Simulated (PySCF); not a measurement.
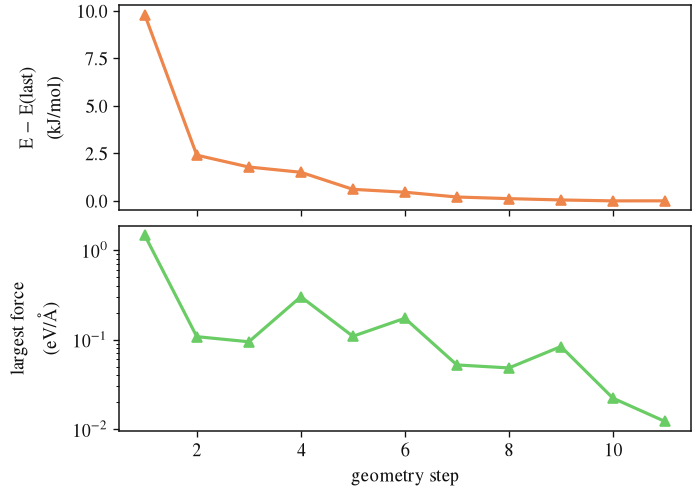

History of a geometry optimisation.

- system: 2-(methylthio)benzonitrile (SMILES CSc1ccccc1C#N)
- method: PBE0-D3(BJ)/def2-SVP, geometry optimisation (PySCF)

How did the optimisation end?

Answer. The optimisation met its thresholds at geometry 11, counting the start as the first. The energy fell by about 9.8 kJ/mol from the first step to the last. The largest force goes from about 1.5 eV/Å at the start to 0.012 eV/Å at the end.

By which step was nine tenths of the energy gained?

Answer. By step 5 of 11.
